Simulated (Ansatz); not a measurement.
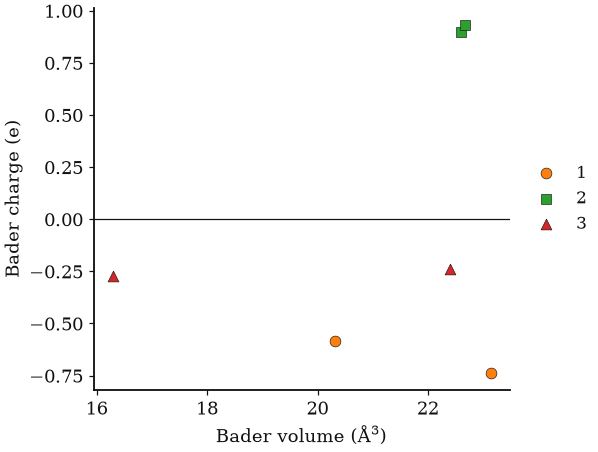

Bader charges of the atoms (positive: electrons lost), against the volumes of their basins.

The material is PrMnGe (amorphous cell), 6 atoms in the cell; a = 5.32 Å, b = 5.32 Å, c = 4.51 Å, α = 87.39°, β = 91.78°, γ = 91.60°.

Method: DFT with PBE, PAW plane waves, no spin polarisation, 4×4×4 k mesh, 420 eV cutoff (Ansatz 0.2.0).

Which number is which element?

Answer. 1 is Ge; 2 is Pr; 3 is Mn. The Bader charges are Pr +0.91 e, Mn −0.25 e and Ge from −0.74 to −0.58 e.

The open f shell carries no moment in this run, so this isn't likely the ground state. The atoms aren't at rest in this cell (largest force 2.6 eV/Å), so the relaxed material can differ. Spin-orbit coupling is left out, which matters for Pr.
